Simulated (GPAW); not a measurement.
**Run report: BAsH4, property calculation**

- system: BAsH4, SMILES B[AsH2]
- method: PBE/dzp, scalar-relativistic datasets (GPAW 26.7.0)

The geometry comes from this level: GFN2-xTB.

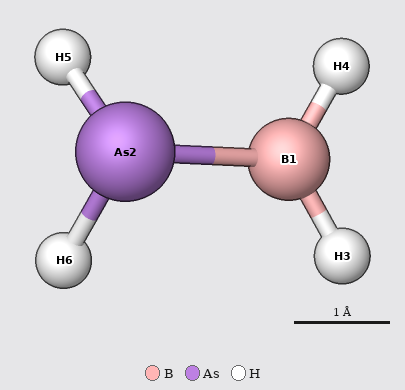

Figure 1. The structure as given in the input (ball-and-stick view, seen at a tilt; atoms are numbered from 1 in the order of the input). Bond lengths as drawn: As–B 1.97 Å, As–H 1.50 Å and B–H 1.17 Å.

**The input (asbh4_sp.py)**
```python
import numpy as np
from ase import Atoms
from ase.units import Debye
from gpaw import GPAW

atoms = Atoms('BAsHHHH',
    positions=[[ -0.031970,  -0.884410,   0.174880],
               [  0.579370,   0.991700,   0.253910],
               [ -0.797110,  -1.301140,   0.959340],
               [  0.457050,  -1.647340,  -0.567880],
               [  0.571590,   1.235290,  -1.225060],
               [ -0.778940,   1.605910,   0.404800]])
atoms.center(vacuum=4.5)

calc = GPAW(mode='lcao', basis='dzp', h=0.18, xc='PBE', maxiter=150, txt='-')
atoms.calc = calc

energy = atoms.get_potential_energy()
print(f'Energy: {energy:.5f} eV')
forces = atoms.get_forces()
print('Forces (eV/Ang)')
for symbol, f in zip(atoms.symbols, forces):
    print(f'{symbol:2} {f[0]:9.4f} {f[1]:9.4f} {f[2]:9.4f}')
dipole = atoms.get_dipole_moment() / Debye
print(f'Dipole = {np.linalg.norm(dipole):.3f} D')
homo, lumo = calc.get_homo_lumo()
print(f'HOMO: {homo:.3f} eV')
print(f'LUMO = {lumo:.3f} eV')
print(f'Gap: {lumo - homo:.3f} eV')
```

Hardware: 1 thread of Arm Neoverse V2, 24 GiB of memory available, shared host.

Launch command:
```bash
python asbh4_sp.py > asbh4_sp.log
```

**What the program printed**
```
__  _  _
 | _ |_)|_||  |
 |__||  | ||/\| - 26.7.0

units:  Angstrom and eV
cores:  1
OpenMP: False

Versions:
  Python: 3.12.14
  ASE:    3.29.0
  Numpy:  2.5.5
  Scipy:  1.18.1
  Libxc:  7.0.0

        _gpaw.cpython-312-aarch64-linux-gnu.so

Input parameters:
  mode=LCAO(),
  basis={'default': 'dzp'},
  h=0.18,
  maxiter=150,
  xc=XC(name='PBE')
         .------------------------.
        /|                        |
       / |                        |
      /  |                        |
     /   |                        |
    /    |                        |
   /     |                        |
  /      |                        |
 *       |                        |
 |       |       H                |
 |       |     H    As            |
 |       |       B                |
 |       |          H             |
 |       |        H               |
 |       .------------------------.
 |      /                        /
 |     /                        /
 |    /                        /
 |   /                        /
 |  /                        /
 | /                        /
 |/                        /
 *------------------------*

Atoms  # Å, Bohr magnetons
|   | symbol |        x |        y |        z |    initial magnetic moments |
|---|--------|----------|----------|----------|-----------------------------|
| 0 |      B | 5.265140 | 5.262930 | 5.899940 | ( 0.0000,  0.0000,  0.0000) |
| 1 |     As | 5.876480 | 7.139040 | 5.978970 | ( 0.0000,  0.0000,  0.0000) |
| 2 |      H | 4.500000 | 4.846200 | 6.684400 | ( 0.0000,  0.0000,  0.0000) |
| 3 |      H | 5.754160 | 4.500000 | 5.157180 | ( 0.0000,  0.0000,  0.0000) |
| 4 |      H | 5.868700 | 7.382630 | 4.500000 | ( 0.0000,  0.0000,  0.0000) |
| 5 |      H | 4.518170 | 7.753250 | 6.129860 | ( 0.0000,  0.0000,  0.0000) |

Unit cell  # Å
| periodic |         x |         y |         z |   lengths |    angles |
|----------|-----------|-----------|-----------|-----------|-----------|
|       no | 10.376480 |  0.000000 |  0.000000 | 10.376480 | 90.000000 |
|       no |  0.000000 | 12.253250 |  0.000000 | 12.253250 | 90.000000 |
|       no |  0.000000 |  0.000000 | 11.184400 | 11.184400 | 90.000000 |

Number of symmetries: 1
Symmetry operations  # r_c * U_cc + t_c -> r_c
|   | kind |            matrix            |
|---|------|------------------------------|
| 0 |  E   |  1, 0, 0,  0, 1, 0,  0, 0, 1 |

BZ-sampling:
  Number of BZ points: 1
  Number of IBZ points: 1

  Monkhorst-Pack size: [1, 1, 1]
  Monkhorst-Pack shift: [0, 0, 0]

K-points  # in reciprocal-cell coordinates
|   |                                coordinates |     weight |
|---|--------------------------------------------|------------|
| 0 | (  0.00000000,   0.00000000,   0.00000000) | 1.00000000 |

basis functions: 46
Spin-components: 1 (collinear spins)
Bands:           12
Projectors:      22
Spin-degeneracy: 2
Datatype:        <class 'float'>

  Storage: CPU
  Wave functions: 4_416 bytes (4_416 per core)

Parallelization:
  kpt:    1
  domain: 1
  band:   1

Density:
  Valence electrons: 12.0
  Components: 1
  Grid points: [56 68 64]
  Charge: 0.0  # |e|

Potential:
  Grid points: [56 68 64]

species:
  B:
    name:    Boron
    Z:       5.0
    valence: 3
    core:    2
    charge:  0.0  # [|e|]
    file:    B.PBE.gz
    compensation charges:
      type: gauss
      rc: 0.20  # [Å]
      lmax: 2
    cutoffs:
      filter: 1.14  # [Å]
      core: 1.38  # [Å]
    projectors
    | kind |    occ | energy [eV] | rcut [Å] |
    |------|--------|-------------|----------|
    |   2s |  2.000 |      -9.443 |    0.635 |
    |   2p |  1.000 |      -3.606 |    0.635 |
    |    s |        |      17.768 |    0.635 |
    |    p |        |      23.605 |    0.635 |
    |    d |        |       0.000 |    0.635 |

    LCAO basis set for B:
      Name: dzp
      File: B.dzp.basis.gz
      Number of radial functions: 5
      Number of spherical harmonics: 13
        l=0, rc=6.6719 Bohr: 2s-sz confined orbital
        l=1, rc=8.2188 Bohr: 2p-sz confined orbital
        l=0, rc=3.7500 Bohr: 2s-dz split-valence wave
        l=1, rc=4.6094 Bohr: 2p-dz split-valence wave
        l=2, rc=8.2188 Bohr: d-type Gaussian polarization
      Number of RI-basis functions 0

  As:
    name:    Arsenic
    Z:       33.0
    valence: 5
    core:    28
    charge:  0.0  # [|e|]
    file:    As.PBE.gz
    compensation charges:
      type: gauss
      rc: 0.33  # [Å]
      lmax: 2
    cutoffs:
      filter: 1.87  # [Å]
      core: 2.96  # [Å]
    projectors
    | kind |    occ | energy [eV] | rcut [Å] |
    |------|--------|-------------|----------|
    |   4s |  2.000 |     -14.487 |    1.058 |
    |   4p |  3.000 |      -5.196 |    1.058 |
    |    s |        |      12.725 |    1.058 |
    |    p |        |      22.016 |    1.058 |
    |    d |        |       0.000 |    1.058 |

    LCAO basis set for As:
      Name: dzp
      File: As.dzp.basis.gz
      Number of radial functions: 5
      Number of spherical harmonics: 13
        l=0, rc=6.1250 Bohr: 4s-sz confined orbital
        l=1, rc=7.9531 Bohr: 4p-sz confined orbital
        l=0, rc=3.4219 Bohr: 4s-dz split-valence wave
        l=1, rc=4.6094 Bohr: 4p-dz split-valence wave
        l=2, rc=7.9531 Bohr: d-type Gaussian polarization
      Number of RI-basis functions 0

  H:
    name:    Hydrogen
    Z:       1.0
    valence: 1
    core:    0
    charge:  0.0  # [|e|]
    file:    H.PBE.gz
    compensation charges:
      type: gauss
      rc: 0.15  # [Å]
      lmax: 2
    cutoffs:
      filter: 0.85  # [Å]
      core: 0.53  # [Å]
    projectors
    | kind |    occ | energy [eV] | rcut [Å] |
    |------|--------|-------------|----------|
    |   1s |  1.000 |      -6.494 |    0.476 |
    |    s |        |      20.717 |    0.476 |
    |    p |        |       0.000 |    0.476 |

    LCAO basis set for H:
      Name: dzp
      File: H.dzp.basis.gz
      Number of radial functions: 3
      Number of spherical harmonics: 5
        l=0, rc=6.4219 Bohr: 1s-sz confined orbital
        l=0, rc=3.6094 Bohr: 1s-dz split-valence wave
        l=1, rc=6.4219 Bohr: p-type Gaussian polarization
      Number of RI-basis functions 0

Reference energy: -62222.423816  # eV

eigensolver:
  <gpaw.new.lcao.eigensolver.LCAOEigensolver object at 0xfb6d67f56d20>
density mixing:
  MSR1-Mixer
  Pratt-step length: 0.05
  Maximum mixing coefficient: 0.75
  Old densities: 10
  SVD Regularization: 0.005
  Good broyden scale: 1.0
  Trust region scale: 1.0
  Backstep threshold: 4.0
  History deletion threshold: 6.0
  Fourier metric: weight=20.0, sigma=0.015

occupation numbers:
  # Zero width

FastPoissonSolver using
    Stencil: 6*3+1=19 point O(h^6) finite-difference Laplacian
    FFT axes: []
    FST axes: [np.int64(0), np.int64(2), np.int64(1)]

xc functional:
  name: PBE with 2 nearest neighbor stencil
interpolation: tri-quintic # 5. degree polynomial

         .------------------------.
        /|                        |
       / |                        |
      /  |                        |
     /   |                        |
    /    |                        |
   /     |                        |
  /      |                        |
 *       |                        |
 |       |       H                |
 |       |     H    As            |
 |       |       B                |
 |       |          H             |
 |       |        H               |
 |       .------------------------.
 |      /                        /
 |     /                        /
 |    /                        /
 |   /                        /
 |  /                        /
 | /                        /
 |/                        /
 *------------------------*

Atoms  # Å, Bohr magnetons
|   | symbol |        x |        y |        z |    initial magnetic moments |
|---|--------|----------|----------|----------|-----------------------------|
| 0 |      B | 5.265140 | 5.262930 | 5.899940 | ( 0.0000,  0.0000,  0.0000) |
| 1 |     As | 5.876480 | 7.139040 | 5.978970 | ( 0.0000,  0.0000,  0.0000) |
| 2 |      H | 4.500000 | 4.846200 | 6.684400 | ( 0.0000,  0.0000,  0.0000) |
| 3 |      H | 5.754160 | 4.500000 | 5.157180 | ( 0.0000,  0.0000,  0.0000) |
| 4 |      H | 5.868700 | 7.382630 | 4.500000 | ( 0.0000,  0.0000,  0.0000) |
| 5 |      H | 4.518170 | 7.753250 | 6.129860 | ( 0.0000,  0.0000,  0.0000) |

Unit cell  # Å
| periodic |         x |         y |         z |   lengths |    angles |
|----------|-----------|-----------|-----------|-----------|-----------|
|       no | 10.376480 |  0.000000 |  0.000000 | 10.376480 | 90.000000 |
|       no |  0.000000 | 12.253250 |  0.000000 | 12.253250 | 90.000000 |
|       no |  0.000000 |  0.000000 | 11.184400 | 11.184400 | 90.000000 |

Number of symmetries: 1
Symmetry operations  # r_c * U_cc + t_c -> r_c
|   | kind |            matrix            |
|---|------|------------------------------|
| 0 |  E   |  1, 0, 0,  0, 1, 0,  0, 0, 1 |

BZ-sampling:
  Number of BZ points: 1
  Number of IBZ points: 1

  Monkhorst-Pack size: [1, 1, 1]
  Monkhorst-Pack shift: [0, 0, 0]

K-points  # in reciprocal-cell coordinates
|   |                                coordinates |     weight |
|---|--------------------------------------------|------------|
| 0 | (  0.00000000,   0.00000000,   0.00000000) | 1.00000000 |

basis functions: 46
Spin-components: 1 (collinear spins)
Bands:           12
Projectors:      22
Spin-degeneracy: 2
Datatype:        <class 'float'>

  Storage: CPU
  Wave functions: 4_416 bytes (4_416 per core)

Parallelization:
  kpt:    1
  domain: 1
  band:   1

Density:
  Valence electrons: 12.0
  Components: 1
  Grid points: [56 68 64]
  Charge: 0.0  # |e|

Potential:
  Grid points: [56 68 64]

species:
  B:
    name:    Boron
    Z:       5.0
    valence: 3
    core:    2
    charge:  0.0  # [|e|]
    file:    B.PBE.gz
    compensation charges:
      type: gauss
      rc: 0.20  # [Å]
      lmax: 2
    cutoffs:
      filter: 1.14  # [Å]
      core: 1.38  # [Å]
    projectors
    | kind |    occ | energy [eV] | rcut [Å] |
    |------|--------|-------------|----------|
    |   2s |  2.000 |      -9.443 |    0.635 |
    |   2p |  1.000 |      -3.606 |    0.635 |
    |    s |        |      17.768 |    0.635 |
    |    p |        |      23.605 |    0.635 |
    |    d |        |       0.000 |    0.635 |

    LCAO basis set for B:
      Name: dzp
      File: B.dzp.basis.gz
      Number of radial functions: 5
      Number of spherical harmonics: 13
        l=0, rc=6.6719 Bohr: 2s-sz confined orbital
        l=1, rc=8.2188 Bohr: 2p-sz confined orbital
        l=0, rc=3.7500 Bohr: 2s-dz split-valence wave
        l=1, rc=4.6094 Bohr: 2p-dz split-valence wave
        l=2, rc=8.2188 Bohr: d-type Gaussian polarization
      Number of RI-basis functions 0

  As:
    name:    Arsenic
    Z:       33.0
    valence: 5
    core:    28
    charge:  0.0  # [|e|]
    file:    As.PBE.gz
    compensation charges:
      type: gauss
      rc: 0.33  # [Å]
      lmax: 2
    cutoffs:
      filter: 1.87  # [Å]
      core: 2.96  # [Å]
    projectors
    | kind |    occ | energy [eV] | rcut [Å] |
    |------|--------|-------------|----------|
    |   4s |  2.000 |     -14.487 |    1.058 |
    |   4p |  3.000 |      -5.196 |    1.058 |
    |    s |        |      12.725 |    1.058 |
    |    p |        |      22.016 |    1.058 |
    |    d |        |       0.000 |    1.058 |

    LCAO basis set for As:
      Name: dzp
      File: As.dzp.basis.gz
      Number of radial functions: 5
      Number of spherical harmonics: 13
        l=0, rc=6.1250 Bohr: 4s-sz confined orbital
        l=1, rc=7.9531 Bohr: 4p-sz confined orbital
        l=0, rc=3.4219 Bohr: 4s-dz split-valence wave
        l=1, rc=4.6094 Bohr: 4p-dz split-valence wave
        l=2, rc=7.9531 Bohr: d-type Gaussian polarization
      Number of RI-basis functions 0

  H:
    name:    Hydrogen
    Z:       1.0
    valence: 1
    core:    0
    charge:  0.0  # [|e|]
    file:    H.PBE.gz
    compensation charges:
      type: gauss
      rc: 0.15  # [Å]
      lmax: 2
    cutoffs:
      filter: 0.85  # [Å]
      core: 0.53  # [Å]
    projectors
    | kind |    occ | energy [eV] | rcut [Å] |
    |------|--------|-------------|----------|
    |   1s |  1.000 |      -6.494 |    0.476 |
    |    s |        |      20.717 |    0.476 |
    |    p |        |       0.000 |    0.476 |

    LCAO basis set for H:
      Name: dzp
      File: H.dzp.basis.gz
      Number of radial functions: 3
      Number of spherical harmonics: 5
        l=0, rc=6.4219 Bohr: 1s-sz confined orbital
        l=0, rc=3.6094 Bohr: 1s-dz split-valence wave
        l=1, rc=6.4219 Bohr: p-type Gaussian polarization
      Number of RI-basis functions 0

Reference energy: -62222.423816  # eV

eigensolver:
  <gpaw.new.lcao.eigensolver.LCAOEigensolver object at 0xfb6d67e16d20>
density mixing:
  MSR1-Mixer
  Pratt-step length: 0.05
  Maximum mixing coefficient: 0.75
  Old densities: 10
  SVD Regularization: 0.005
  Good broyden scale: 1.0
  Trust region scale: 1.0
  Backstep threshold: 4.0
  History deletion threshold: 6.0
  Fourier metric: weight=20.0, sigma=0.015

occupation numbers:
  # Zero width

FastPoissonSolver using
    Stencil: 6*3+1=19 point O(h^6) finite-difference Laplacian
    FFT axes: []
    FST axes: [np.int64(0), np.int64(2), np.int64(1)]

xc functional:
  name: PBE with 2 nearest neighbor stencil
interpolation: tri-quintic # 5. degree polynomial

Initialization done in: 3.013 s

convergence criteria:
- Maximum [total energy] change in last 3 cyles: 0.0005 eV / valence electron
- Maximum integral of absolute [dens]ity change: 0.0001 electrons / valence electron
- Maximum integral of absolute [eigenst]ate change: 4e-08 eV^2 / valence electron
maximum number of iterations: 150

SCF iterations
|iter     |     time |      energy | eigst |  dens |
|---------|----------|-------------|-------|-------|
|iter:   1| 00:00:03 |  -24.019039 |      c|       |
|iter:   2| 00:00:03 |  -23.832469 |      c| -0.65 |
|iter:   3| 00:00:04 |  -22.888096 |      c| -0.68 |
|iter:   4| 00:00:04 |  -22.817654 |      c| -1.33 |
|iter:   5| 00:00:05 |  -22.805867 |      c| -1.83 |
|iter:   6| 00:00:05 |  -22.805973 |      c| -2.30 |
|iter:   7| 00:00:06 |  -22.805947c|      c| -3.07 |
|iter:   8| 00:00:06 |  -22.805947c|      c| -3.90 |
|iter:   9| 00:00:07 |  -22.805947c|      c| -4.51c|

Converged in 9 steps
SCF loop duration: 3.940 s (0.438 s/step)
Energy contributions relative to reference atoms: (reference = -62222.423816)

Energy contributions:
  Kinetic:          31.503018
  Coulomb:         -32.671631
  Zero:              0.015114
  External:          0.000000
  Xc:              -21.652447
  Entropy:           0.000000
  Spinorbit:         0.000000
  ----------------------------
  Free energy:     -22.805947
  Extrapolated:    -22.805947

dipole moment: (-0.024373, 0.073278, -0.036646)  # |e|*Ang

Fermi level: -4.559
Eigenvalues  # (at kpt = [0.000, 0.000, 0.000])
| band index |      eig [eV] | occ [0-2] |
|------------|---------------|-----------|
|          0 |       -16.234 |     2.000 |
|          1 |       -11.936 |     2.000 |
|          2 |        -9.383 |     2.000 |
|          3 |        -8.124 |     2.000 |
|          4 |        -7.964 |     2.000 |
|          5 |        -6.406 |     2.000 |
|          6 |        -2.712 |     0.000 |
|          7 |         0.343 |     0.000 |
|          8 |         0.988 |     0.000 |
|          9 |         1.939 |     0.000 |
|         10 |         4.132 |     0.000 |
|         11 |         5.027 |     0.000 |

Gap: 3.693 eV
Transition (v -> c):
  (s=0, k=0, n=5, [0.00, 0.00, 0.00]) -> (s=0, k=0, n=6, [0.00, 0.00, 0.00])
No difference between direct/indirect transitions
vacuum-level: 0.000  # V
Energy: -22.80595 eV

Forces  # eV/Ang
|        x |        y |        z |
|----------|----------|----------|
|  0.08832 |  0.71833 | -0.06452 |  # B    0
|  0.56242 |  0.02855 |  0.43926 |  # As   1
| -0.83901 | -0.36982 |  0.93473 |  # H    2
|  0.64449 | -0.78166 | -0.86694 |  # H    3
|  0.22349 |  0.07072 | -0.76015 |  # H    4
| -0.67761 |  0.31960 |  0.32001 |  # H    5

Force computation time: 0.167  # s
Forces (eV/Ang)
B     0.0883    0.7183   -0.0645
As    0.5624    0.0285    0.4393
H    -0.8390   -0.3698    0.9347
H     0.6445   -0.7817   -0.8669
H     0.2235    0.0707   -0.7601
H    -0.6776    0.3196    0.3200
Dipole = 0.411 D
HOMO: -6.406 eV
LUMO = -2.712 eV
Gap: 3.693 eV
```

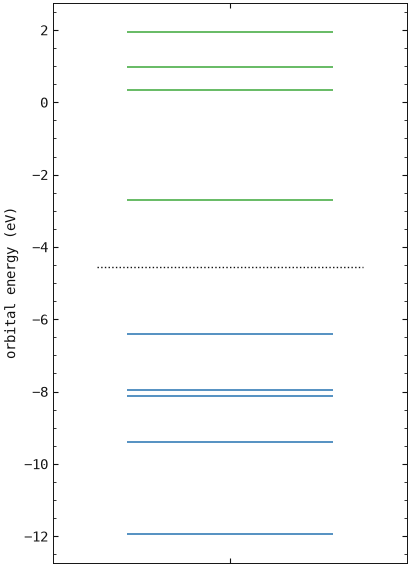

Figure 2. Orbital energies near the frontier; the dotted line parts filled from empty levels, and levels within 0.02 eV of each other stand side by side. Highest filled −6.41 eV, lowest empty −2.71 eV, 3.70 eV apart.

**Summary**

- outcome: converged
- energy relative to the program's reference atoms: −22.8059 eV
- basis functions: 46
- largest force: 1.333 eV/Å
- HOMO: −6.41 eV
- LUMO: −2.71 eV
- dipole moment: 0.41 D
- wall time: 7.6 s
- peak memory: 0.59 GiB
